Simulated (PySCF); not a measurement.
```xyz
14

C    -2.2502   -0.6732   -0.0661
C    -1.6208    0.6874   -0.0007
C    -0.3249    0.8931    0.0284
C     0.8660    1.7299    0.0805
C     1.0422    0.4129    0.0321
N     1.8722   -0.6600    0.0041
C     3.2071   -0.5682    0.0299
O     4.0525   -1.4167    0.0111
H    -2.8939   -0.8385    0.7981
H    -2.8672   -0.7667   -0.9602
H    -1.4924   -1.4529   -0.0861
H    -2.2970    1.5297    0.0215
H     1.2886    2.7024    0.1247
H     1.4170   -1.5797   -0.0395
```

Geometry: GFN2-xTB.

All numbers below come from UKS B3LYP, pcH-1 on C H N O, non-relativistic, mean-field spin-orbit, GIAO in PySCF.

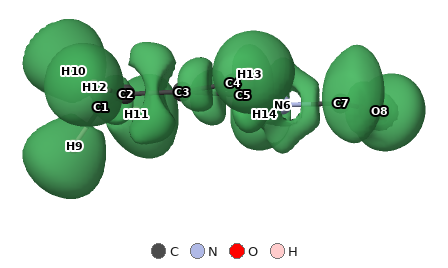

C$_{6}$H$_{6}$NO (SMILES C/C=C1C=C/1N[C]=O) (doublet). Isosurface of the ELF at 0.75 (green), seen from one side. Core shells and regions of very low density are left out.

Q: What do the ELF domains correspond to?

A: The surface consists of five regions between bonded C–C atoms (shared pairs), six regions around hydrogen nuclei, one region on O in which the atom's valence shell and bonds are merged and one lobe on C, pointing away from the bonds (non-bonding electrons). Profiles from the grid: C–O (1.20 Å): the ELF peaks at about 0.85 between the atoms: a short, multiple covalent bond. C–C (1.31 Å): the ELF peaks at about 0.95 between the atoms (a multiple bond).
